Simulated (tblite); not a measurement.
Geometry relaxation of C3H9AsN2Si (part 3 of 3)

C3H9AsN2Si; GFN2-xTB geometry optimisation, gas phase (tblite 0.8.0). It belongs to a series of runs on one base structure; here: N replaced by As.

**Trajectory as extended XYZ, continued**
```
16
Properties=species:S:1:pos:R:3:forces:R:3 step=152 energy=-568.61741
C     2.8493   -0.5400   -0.4791    0.0010   0.0150   0.0210
As    1.6129   -0.0994    0.9983    0.0310  -0.0450  -0.0510
C     0.1882    0.6858   -0.1316   -0.0280  -0.0110  -0.0030
Si   -1.5173    0.7084    0.6943   -0.0410   0.0220   0.0430
N    -1.8879   -0.8820    1.2299   -0.0280  -0.0190   0.0140
C    -2.8330    1.0394   -0.5970    0.0130  -0.0110   0.0110
N    -3.6444    1.2603   -1.3739    0.0040   0.0080  -0.0080
H     3.3259    0.3741   -0.8350    0.0080  -0.0030  -0.0070
H     3.6316   -1.2162   -0.1349   -0.0110   0.0120  -0.0050
H     2.3221   -1.0046   -1.3123    0.0140   0.0110   0.0360
H     1.0096   -1.4868    1.0252   -0.0010   0.0120   0.0010
H     0.4879    1.7118   -0.3605    0.0000   0.0070   0.0000
H     0.1426    0.1478   -1.0790    0.0080  -0.0270  -0.0200
H    -1.6181    1.8095    1.6749   -0.0060  -0.0190  -0.0040
H    -2.8374   -1.1456    1.4437    0.0520   0.0400   0.0000
H    -1.2397   -1.3535    1.8428   -0.0150   0.0090  -0.0270
16
Properties=species:S:1:pos:R:3:forces:R:3 step=159 energy=-568.61923
C     2.8504   -0.5302   -0.4756   -0.0090  -0.0010   0.0140
As    1.6073   -0.1054    0.9973    0.0090  -0.0160   0.0090
C     0.1816    0.6750   -0.1343    0.0210  -0.0050   0.0020
Si   -1.5212    0.7037    0.6962   -0.0030   0.0140  -0.0010
N    -1.8932   -0.8846    1.2331   -0.0200   0.0000  -0.0060
C    -2.8253    1.0368   -0.6052   -0.0200   0.0240  -0.0020
N    -3.6258    1.2761   -1.3881    0.0100  -0.0100  -0.0030
H     3.3251    0.3873   -0.8262    0.0020  -0.0190   0.0010
H     3.6315   -1.2097   -0.1367    0.0070   0.0180   0.0040
H     2.3214   -0.9911   -1.3084    0.0170   0.0040  -0.0120
H     1.0015   -1.4922    1.0174    0.0240  -0.0020  -0.0050
H     0.4811    1.7012   -0.3636   -0.0030   0.0010  -0.0180
H     0.1444    0.1315   -1.0797   -0.0310   0.0040  -0.0010
H    -1.6236    1.8066    1.6726    0.0020  -0.0060   0.0070
H    -2.8354   -1.1172    1.5006   -0.0190  -0.0110   0.0120
H    -1.2274   -1.3790    1.8064    0.0130   0.0060  -0.0020
16
Properties=species:S:1:pos:R:3:forces:R:3 step=166 energy=-568.62138
C     2.8601   -0.5198   -0.4695    0.0140   0.0000  -0.0190
As    1.6029   -0.1147    0.9953   -0.0220   0.0150  -0.0060
C     0.1680    0.6547   -0.1373    0.0010  -0.0040   0.0120
Si   -1.5340    0.7038    0.6996    0.0060  -0.0040  -0.0230
N    -1.9122   -0.8835    1.2359   -0.0020  -0.0030   0.0110
C    -2.8311    1.0584   -0.6050    0.0250   0.0060  -0.0030
N    -3.6086    1.3057   -1.4083   -0.0100  -0.0020   0.0090
H     3.3308    0.3998   -0.8177   -0.0050   0.0260   0.0080
H     3.6484   -1.1894   -0.1281   -0.0050  -0.0060   0.0180
H     2.3446   -0.9833   -1.3088    0.0010  -0.0120  -0.0150
H     1.0167   -1.5091    1.0020    0.0070  -0.0120   0.0050
H     0.4662    1.6771   -0.3836    0.0130   0.0090  -0.0030
H     0.1209    0.1022   -1.0770   -0.0220  -0.0150   0.0030
H    -1.6242    1.8022    1.6810    0.0050   0.0060   0.0080
H    -2.8383   -1.1041    1.5643   -0.0050   0.0040  -0.0070
H    -1.2178   -1.3909    1.7628   -0.0030  -0.0080   0.0010
16
Properties=species:S:1:pos:R:3:forces:R:3 step=173 energy=-568.62242
C     2.8655   -0.5090   -0.4686    0.0070  -0.0040  -0.0040
As    1.5963   -0.1182    0.9905    0.0000  -0.0070  -0.0010
C     0.1591    0.6386   -0.1447   -0.0090  -0.0060   0.0110
Si   -1.5358    0.7052    0.7035   -0.0030  -0.0050  -0.0050
N    -1.9242   -0.8793    1.2409   -0.0110   0.0030  -0.0110
C    -2.8230    1.0742   -0.6072    0.0180  -0.0070   0.0290
N    -3.5974    1.3220   -1.4132   -0.0170   0.0090  -0.0060
H     3.3283    0.4181   -0.8082   -0.0050   0.0050  -0.0050
H     3.6571   -1.1709   -0.1199    0.0080   0.0010   0.0150
H     2.3643   -0.9793   -1.3133   -0.0040   0.0110  -0.0050
H     1.0284   -1.5216    0.9996   -0.0020   0.0050  -0.0040
H     0.4627    1.6561   -0.4063   -0.0020  -0.0130  -0.0130
H     0.0946    0.0715   -1.0750    0.0140   0.0020   0.0040
H    -1.6144    1.7959    1.6943    0.0050   0.0120  -0.0080
H    -2.8442   -1.0903    1.5910   -0.0180   0.0060  -0.0080
H    -1.2248   -1.4040    1.7423    0.0190  -0.0120   0.0120
16
Properties=species:S:1:pos:R:3:forces:R:3 step=180 energy=-568.62339
C     2.8771   -0.4991   -0.4697   -0.0050   0.0150  -0.0040
As    1.5992   -0.1191    0.9846   -0.0040   0.0100   0.0140
C     0.1534    0.6178   -0.1526    0.0010  -0.0050  -0.0050
Si   -1.5339    0.7028    0.7086    0.0130  -0.0310  -0.0110
N    -1.9405   -0.8793    1.2409   -0.0050  -0.0160   0.0160
C    -2.8243    1.0854   -0.5944    0.0070   0.0150   0.0110
N    -3.5953    1.3467   -1.3996   -0.0090  -0.0010   0.0100
H     3.3247    0.4355   -0.8089    0.0180   0.0140   0.0060
H     3.6777   -1.1461   -0.1119   -0.0100   0.0030  -0.0190
H     2.3884   -0.9731   -1.3198   -0.0010  -0.0200   0.0220
H     1.0425   -1.5262    1.0020   -0.0040  -0.0010  -0.0110
H     0.4534    1.6290   -0.4412    0.0090  -0.0050   0.0080
H     0.0833    0.0317   -1.0703   -0.0010  -0.0120  -0.0060
H    -1.5859    1.7910    1.7034   -0.0070   0.0180  -0.0090
H    -2.8702   -1.0816    1.5714   -0.0030   0.0060  -0.0080
H    -1.2573   -1.4066    1.7633    0.0010   0.0110  -0.0130
16
Properties=species:S:1:pos:R:3:forces:R:3 step=187 energy=-568.62457
C     2.8911   -0.4796   -0.4628   -0.0010  -0.0020   0.0050
As    1.5946   -0.1245    0.9822    0.0000  -0.0060   0.0000
C     0.1460    0.5852   -0.1675    0.0030  -0.0040  -0.0070
Si   -1.5318    0.6946    0.7068    0.0000   0.0070   0.0110
N    -1.9558   -0.8824    1.2410    0.0080   0.0030   0.0080
C    -2.8282    1.1103   -0.5778   -0.0020   0.0020   0.0010
N    -3.6046    1.3970   -1.3688   -0.0210   0.0010  -0.0060
H     3.3234    0.4622   -0.8029   -0.0060   0.0010   0.0010
H     3.7024   -1.1092   -0.0997    0.0050  -0.0020   0.0020
H     2.4172   -0.9718   -1.3106   -0.0050   0.0060  -0.0030
H     1.0552   -1.5388    0.9859    0.0100   0.0000   0.0080
H     0.4457    1.5875   -0.4848    0.0050  -0.0050   0.0000
H     0.0659   -0.0280   -1.0666    0.0120   0.0040  -0.0090
H    -1.5618    1.7918    1.6947    0.0020  -0.0080  -0.0030
H    -2.8889   -1.0745    1.5676   -0.0010   0.0010   0.0020
H    -1.2780   -1.4111    1.7692   -0.0100   0.0020  -0.0110
16
Properties=species:S:1:pos:R:3:forces:R:3 step=194 energy=-568.62510
C     2.8966   -0.4747   -0.4556   -0.0010   0.0030   0.0010
As    1.5904   -0.1320    0.9827    0.0020   0.0010  -0.0020
C     0.1457    0.5729   -0.1765    0.0140   0.0040  -0.0050
Si   -1.5297    0.6966    0.7015    0.0030   0.0110  -0.0010
N    -1.9626   -0.8762    1.2399   -0.0140   0.0020  -0.0020
C    -2.8370    1.1189   -0.5705   -0.0210  -0.0040  -0.0110
N    -3.6297    1.4012   -1.3471    0.0050   0.0010   0.0080
H     3.3207    0.4719   -0.7927    0.0020   0.0000   0.0000
H     3.7122   -1.0981   -0.0914    0.0000   0.0010  -0.0010
H     2.4282   -0.9684   -1.3056    0.0020   0.0010  -0.0060
H     1.0655   -1.5512    0.9811   -0.0080  -0.0030   0.0060
H     0.4515    1.5725   -0.4969    0.0010   0.0040   0.0070
H     0.0680   -0.0406   -1.0758   -0.0030  -0.0080   0.0120
H    -1.5480    1.7973    1.6868    0.0070  -0.0180  -0.0060
H    -2.8945   -1.0606    1.5748    0.0110   0.0010   0.0010
H    -1.2848   -1.4204    1.7512    0.0010   0.0060  -0.0010
16
Properties=species:S:1:pos:R:3:forces:R:3 step=201 energy=-568.62532
C     2.8993   -0.4723   -0.4527    0.0000   0.0000   0.0010
As    1.5887   -0.1368    0.9835    0.0010   0.0050   0.0010
C     0.1469    0.5675   -0.1796    0.0010   0.0000  -0.0010
Si   -1.5294    0.6972    0.6955   -0.0010   0.0010  -0.0040
N    -1.9657   -0.8743    1.2352   -0.0050  -0.0020   0.0000
C    -2.8453    1.1217   -0.5677   -0.0030   0.0000  -0.0020
N    -3.6451    1.4075   -1.3356    0.0030   0.0000   0.0040
H     3.3191    0.4774   -0.7868    0.0000  -0.0010   0.0010
H     3.7179   -1.0913   -0.0876   -0.0010  -0.0010   0.0000
H     2.4365   -0.9669   -1.3054    0.0000   0.0010   0.0000
H     1.0639   -1.5565    0.9808   -0.0010  -0.0010  -0.0010
H     0.4554    1.5655   -0.5024    0.0000  -0.0020  -0.0010
H     0.0690   -0.0511   -1.0751    0.0000   0.0010  -0.0010
H    -1.5381    1.7951    1.6825   -0.0010   0.0000   0.0030
H    -2.8951   -1.0554    1.5783    0.0040   0.0010  -0.0010
H    -1.2854   -1.4184    1.7431    0.0010  -0.0020   0.0010
```

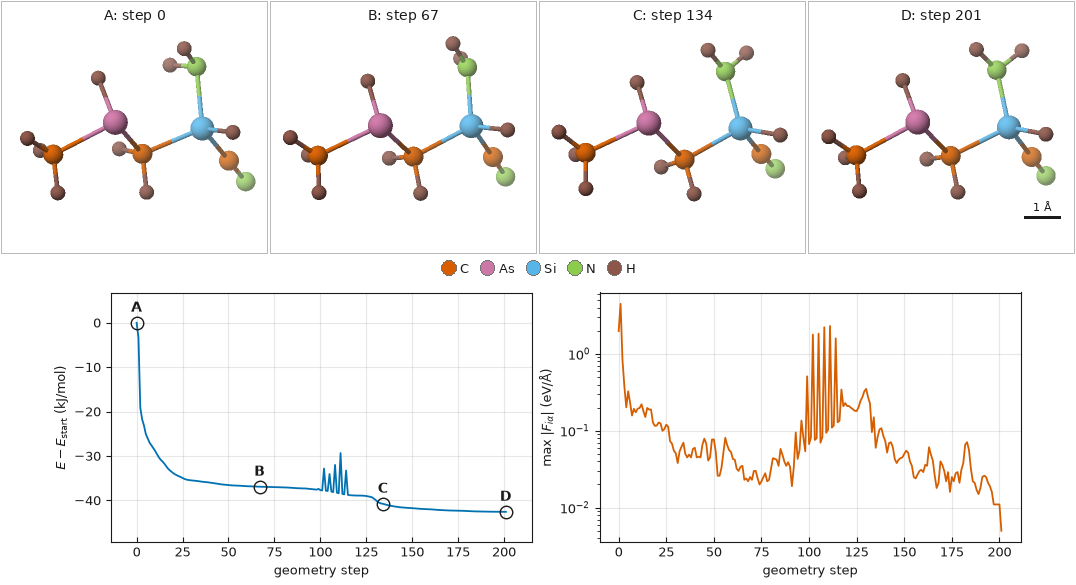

**Figure 1.** Frames of the relaxation (ball-and-stick view, seen at a tilt) above the curves, on which the letters mark them (steps are counted from 0).

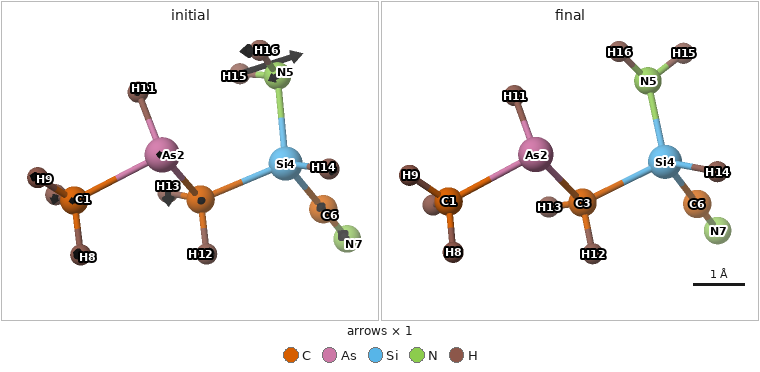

**Figure 2.** Before (left) and after (right) the relaxation, at one scale (ball-and-stick view, seen at a tilt). The black arrows give the displacements, at true length. The largest move after the best rigid fit is that of H15, 1.34 Å. Largest moves by element: H 1.34 Å, N 0.33 Å, C 0.23 Å, As 0.13 Å, Si 0.04 Å. Among the contacts that change: Si4–N5 1.805 → 1.718 Å, Si4–C6 1.812 → 1.873 Å, As2–H11 1.570 → 1.514 Å, N5–H16 1.046 → 1.008 Å. Among the angles that change: Si4–N5–H15 106.1° → 120.4°, Si4–N5–H16 107.3° → 118.7°, N5–Si4–H14 108.9° → 118.0°. The energy falls by 42.6 kJ/mol in 201 geometry steps. The largest force component goes from 2 to 0.005 eV/Å. (Atoms are counted from 1 in the order of the input.)

This output came from the following input.

**Input file**
```
{"job": {"kind": "relax", "xc": "GFN2-xTB", "basis": "xTB"}, "charge": 0, "multiplicity": 1}
C      2.795700    -0.442700    -0.417200
As     1.483700    -0.073100     1.012100
C      0.080000     0.454800    -0.236500
Si    -1.530400     0.733500     0.678300
N     -2.085800    -0.815100     1.419700
C     -2.797800     1.334700    -0.469000
N     -3.596700     1.726600    -1.205400
H      3.095800     0.520800    -0.887000
H      3.686500    -0.937500     0.015900
H      2.331200    -1.107600    -1.175400
H      1.002400    -1.566500     1.058300
H      0.359900     1.401900    -0.737000
H     -0.083000    -0.329600    -0.995300
H     -1.318100     1.721800     1.745200
H     -2.053500    -1.526100     0.659800
H     -1.377400    -1.086800     2.139300
```

The first line tells a small driver script what to run in tblite; the rest is the geometry in Å.

Command:
```bash
OMP_NUM_THREADS=1 python <driver script> task.json out
```

**Key numbers**

| quantity | value |
| --- | --- |
| outcome | converged |
| total energy | −568.6253 eV |
| hardware | 1 CPU thread, shared host |
| wall time | 2.6 s |
| peak memory | 0.18 GiB |
